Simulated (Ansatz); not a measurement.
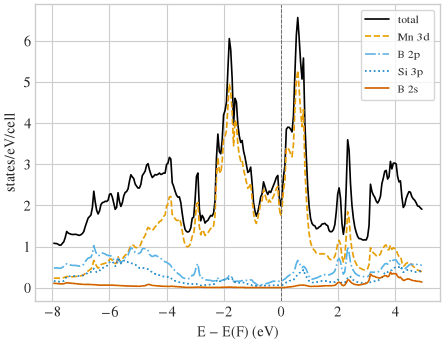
*Total and projected density of states of Mn2SiB2 in space group Cmmm (No. 65; Si on 2a, Mn on 4j, B on 4i), the program Ansatz at the PBEsol level (PAW)*

Which orbitals carry the states next to the Fermi level?

Within 0.5 eV of the Fermi level: Mn 3d 87 %, B 2p 7 %. Projections are on Löwdin-orthogonalised atomic valence shells; empty p or d shells of many metals are not among them.

Where is the tallest occupied peak in this window, and what makes it?

Near -1.8 eV, about 6.1 states/eV per cell; the largest projected share is Mn 3d.

The start of the workflow was typed in or built on a structure type; neither database checked (COD, Materials Project) lists it. Whether it is the stable phase at ambient conditions was not checked. Symmetry was held in the PBEsol relaxation; whether a distortion lowers the energy is not shown. The workflow began spin-polarised and lost its moments.

Potentials: the later of the program's two PAW sets.
